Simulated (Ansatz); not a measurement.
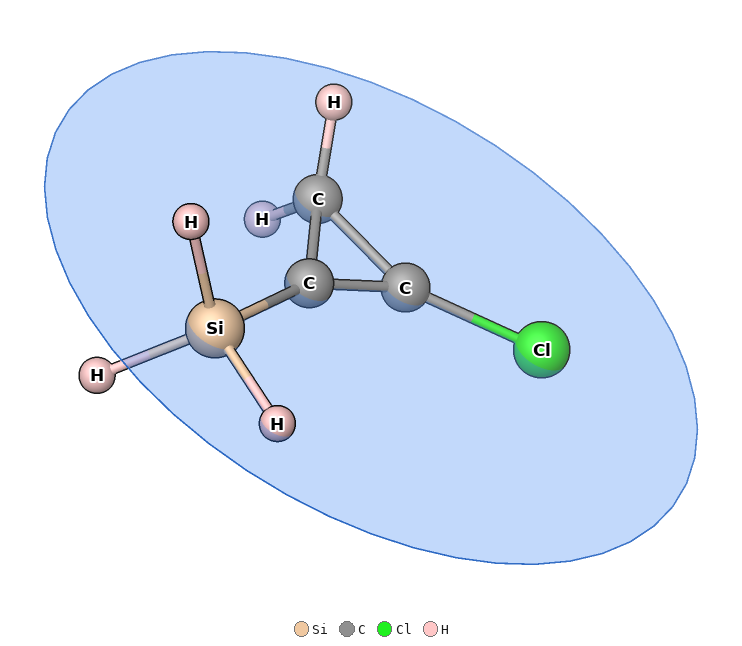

All proper rotation axes (lines) and mirror planes (discs) of the structure are drawn in. Depth is shown by fading: the farther an atom, the more it takes the colour of the background. The computed structure is the end point of a PBE-D4/def2-SVP optimisation. No frequency run is at hand to confirm it as a minimum.

Name the symmetry elements and the point group.

Answer. It has 1 mirror plane. Point group Cs. The group has 2 operations. The geometry is achiral, and symmetry allows a dipole moment.
